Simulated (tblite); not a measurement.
Run report: C3H5FOSi, frequency calculation

C3H5FOSi, computed with GFN2-xTB harmonic vibrations, gas phase (tblite 0.8.0).

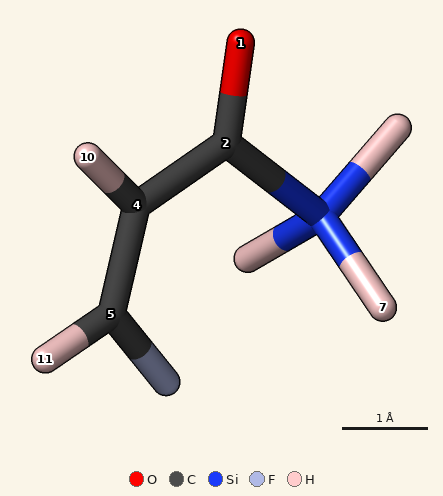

Fig. 1: The input geometry (stick view, seen at a tilt; atoms are numbered from 1 in the order of the input). Bond lengths as drawn: C–C 1.33 to 1.48 Å, C–F 1.34 Å, C–H 1.08 Å, C–O 1.22 Å, C–Si 1.93 Å and H–Si 1.46 Å.

Summary:

| quantity | value |
| --- | --- |
| outcome | converged |
| total energy | −528.9695 eV |
| zero-point energy | 41.7700 kcal/mol |
| hardware | 1 CPU thread, shared host |
| wall time | 0.71 s |
| peak memory | 0.18 GiB |

Input file:
```
{"job": {"kind": "ir", "xc": "GFN2-xTB", "basis": "xTB"}, "charge": 0, "multiplicity": 1}
O     -0.723214     2.128642    -0.191955
C     -0.327875     0.982531    -0.091487
Si    -1.561547    -0.398590     0.438206
C      1.091670     0.686669    -0.378636
C      1.661677    -0.507811    -0.312878
F      0.997484    -1.615768     0.031084
H     -1.629490    -1.378193    -0.643893
H     -2.838088     0.280274     0.630608
H     -1.071002    -0.988472     1.681915
H      1.703666     1.531314    -0.664614
H      2.702143    -0.717926    -0.524312
```

The first line tells a small driver script what to run in tblite; the rest is the geometry in Å.

Launch command:
```bash
OMP_NUM_THREADS=1 python <driver script> task.json out
```

Output:
```
mode    cm-1     km/mol
  1      30.3      9.39
  2     151.1     10.87
  3     200.8      0.20
  4     253.4      0.97
  5     266.2      0.28
  6     376.4     23.77
  7     441.0     40.25
  8     545.1     25.68
  9     602.1      1.42
 10     627.2     41.66
 11     699.7     27.67
 12     755.2    156.38
 13     781.4    317.14
 14     790.3    108.58
 15     794.5     34.52
 16     892.2      1.72
 17     993.7     97.55
 18    1139.5     81.80
 19    1203.0     25.41
 20    1299.4     12.17
 21    1660.2    340.16
 22    1696.4      7.92
 23    2282.8    119.35
 24    2288.5    377.94
 25    2318.8    260.95
 26    3055.4      6.17
 27    3074.1     18.18
```

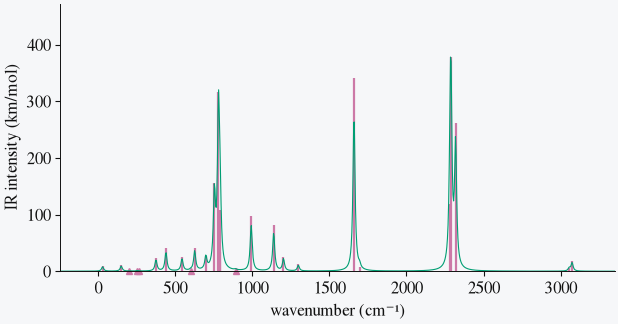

Fig. 2: Harmonic infrared spectrum, unscaled: sticks (degenerate modes added up, dark ones marked on the axis) with a Lorentzian envelope of 16 cm⁻¹ full width, scaled to the tallest stick. 27 modes from 30 to 3074 cm⁻¹, none imaginary. The strongest line is at 2288 cm⁻¹ (378 km/mol).
